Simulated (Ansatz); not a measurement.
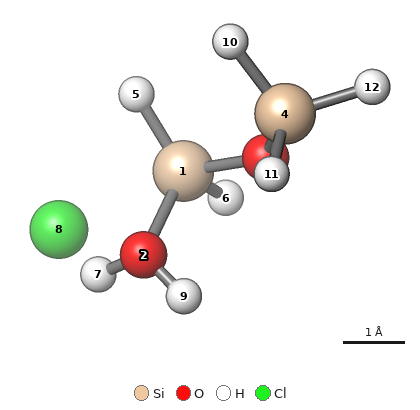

**Figure 1.** The structure (ball-and-stick view, seen at a tilt; atoms are numbered from 1 in the order of the input). Bond lengths as drawn: H–O 0.98 to 1.06 Å, H–Si 1.49 to 1.51 Å and O–Si 1.68 to 1.90 Å.

# Phonon calculation, with input and output: Si2H7ClO2

System: Si2H7ClO2.
Method: RKS revPBE-D4/def2-SVP (Ansatz 0.2.0).

It belongs to a series of runs on one base structure; here: vibrations at the highest image of the band. Figures and captions count atoms from 1; the log counts them from 0 in places.

The program's output:
```
Engine: ansatz 0.2.0, x86_64-unknown-linux-gnu
Functional definition: revPBE
  parameter kappa = 1.245
  parameter beta = 0.06672455060314922
  exchange = pbe_x(kappa = kappa, mu = beta*pi^2/3)
  correlation = pbe_c(beta = beta)
1279 factors; their error is unknown
mean field evaluation 1: about -32461.4029 eV, gradient 6.6e1 eV
mean field evaluation 2: about -32427.4130 eV, gradient 1.5e2 eV
mean field evaluation 4: about -32469.0102 eV, gradient 1.1e1 eV
mean field evaluation 8: about -32469.2403 eV, gradient 1.8e-1 eV
mean field evaluation 16: about -32469.1551 eV, gradient 7.0e-5 eV
mean field -32469.15512696 eV, -1193.2194425321 hartree, gradient 7.0e-5 eV, S^2 0.000000; 0 other end points of the search recorded, 0 dependent functions left out
the calculation of the forces begins
reference -32469.15517485 eV, -1193.2194442918 hartree; 34, 34 occupied and 83, 83 virtual orbitals, 1279 factors
these checks for a lower state are left out or cut short: stability, starts, cluster_reference, orbital_swaps, neighbouring_geometries, increment
1279 factors; their error is unknown
mean field -32469.15507166 eV, -1193.2194404999 hartree, gradient 2.4e-6 eV, S^2 0.000000; 0 other end points of the search recorded, 0 dependent functions left out
[... from here on the field's lines of each further geometry are left out, up to the last ...]
the calculation of the forces begins
reference -32469.15514891 eV, -1193.2194433387 hartree; 34, 34 occupied and 83, 83 virtual orbitals, 1279 factors
these checks for a lower state are left out or cut short: stability, starts, cluster_reference, orbital_swaps, neighbouring_geometries, increment
1279 factors; their error is unknown
mean field evaluation 448: about -32469.1551 eV, gradient 2.4e-6 eV
mean field -32469.15512943 eV, -1193.2194426226 hartree, gradient 2.4e-6 eV, S^2 0.000000; 0 other end points of the search recorded, 0 dependent functions left out
the calculation of the forces begins
reference -32469.15517731 eV, -1193.2194443824 hartree; 34, 34 occupied and 83, 83 virtual orbitals, 1279 factors
WARN: phonons: modes at or below zero, which the zero-point energy, F, S and C_V leave out: 1, the lowest at -157.31 cm⁻¹. A minimum has none, and a first-order saddle one
Total energy: -32469.97346863 eV, -1193.2495160337 hartree
Atom 0 at    -0.214085    -0.569269     0.980608 Å, force     0.028570    -0.011429    -0.017269 eV/Å
Atom 1 at     1.167600    -1.171185    -0.178706 Å, force    -0.031653     0.028311     0.008920 eV/Å
Atom 2 at    -0.961410     0.262104    -0.309956 Å, force    -0.001216    -0.001545    -0.005022 eV/Å
Atom 3 at    -0.715658     1.688057    -1.160044 Å, force     0.003056     0.001534     0.002293 eV/Å
Atom 4 at     0.254284     0.523193     1.877806 Å, force     0.000156     0.001987    -0.000136 eV/Å
Atom 5 at    -1.287274    -1.550376     1.288210 Å, force    -0.002937    -0.000365    -0.003101 eV/Å
Atom 6 at     1.562035    -1.866888     0.522834 Å, force     0.009569    -0.019159     0.003263 eV/Å
Atom 7 at     1.269964    -2.105072     2.285175 Å, force    -0.002165     0.004267     0.007298 eV/Å
Atom 8 at     0.851386    -1.565425    -1.018653 Å, force     0.001043    -0.004765     0.001973 eV/Å
Atom 9 at    -0.090069     2.740278    -0.280213 Å, force    -0.001091    -0.000089     0.001489 eV/Å
Atom 10 at     0.201270     1.436513    -2.331489 Å, force    -0.003576     0.000890    -0.001039 eV/Å
Atom 11 at    -2.038043     2.178168    -1.675472 Å, force     0.000244     0.000362     0.001332 eV/Å
Dipole moment:    -0.037372     0.046485    -0.703230 e Å
Vibrations: -157.31 45.43 67.91 70.85 173.06 239.70 372.41 412.32 463.82 513.37 573.48 702.79 710.11 727.22 793.62 858.19 859.47 916.02 922.83 956.48 1011.14 1025.46 1270.67 2145.37 2153.43 2185.78 2213.80 2261.59 2358.99 3659.30 cm⁻¹, zero-point energy 1.900964 eV
```

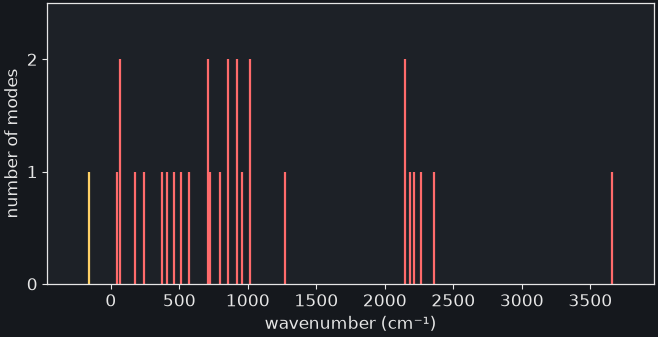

**Figure 2.** Harmonic vibrational wavenumbers from the force constants; neighbouring modes closer than 17 cm⁻¹ are counted in one stick, and imaginary ones are drawn at negative wavenumbers. 30 modes from 157i to 3659 cm⁻¹, 1 imaginary beyond 8i (157i cm⁻¹): a first-order saddle point, if the geometry is stationary.

The run was set up as follows.

Input file:
```yaml
crystal:
  periodic: [false, false, false]
  atoms:
    - { symbol: Si, position_ang: [-0.214085, -0.569269, 0.980608] }
    - { symbol: O, position_ang: [1.1676, -1.171185, -0.178706] }
    - { symbol: O, position_ang: [-0.96141, 0.262104, -0.309956] }
    - { symbol: Si, position_ang: [-0.715658, 1.688057, -1.160044] }
    - { symbol: H, position_ang: [0.254284, 0.523193, 1.877806] }
    - { symbol: H, position_ang: [-1.287274, -1.550376, 1.28821] }
    - { symbol: H, position_ang: [1.562035, -1.866888, 0.522834] }
    - { symbol: Cl, position_ang: [1.269964, -2.105072, 2.285175] }
    - { symbol: H, position_ang: [0.851386, -1.565425, -1.018653] }
    - { symbol: H, position_ang: [-0.090069, 2.740278, -0.280213] }
    - { symbol: H, position_ang: [0.20127, 1.436513, -2.331489] }
    - { symbol: H, position_ang: [-2.038043, 2.178168, -1.675472] }
basis:
  gaussian: { orbitals: def2-SVP }
hamiltonian:
  xc: revpbe
  dispersion: d4
phonons: {}
```

Run as:
```bash
ansatz run input.yaml --threads 2 --pin off --max-ram 3072MiB --backend cpu --events-out ev --progress --plain --runs-dir out
```

Results in brief:

| quantity | value |
| --- | --- |
| outcome | converged |
| total energy | −32469.9735 eV |
| mean-field energy | −32469.1552 eV |
| largest force (length of the vector) | 0.043 eV/Å |
| hardware | 2 threads of AMD EPYC (Zen 5), 16 GiB of memory available, shared host |
| wall time | 36 s (CPU time 70 s) |
| peak memory | 0.17 GiB |
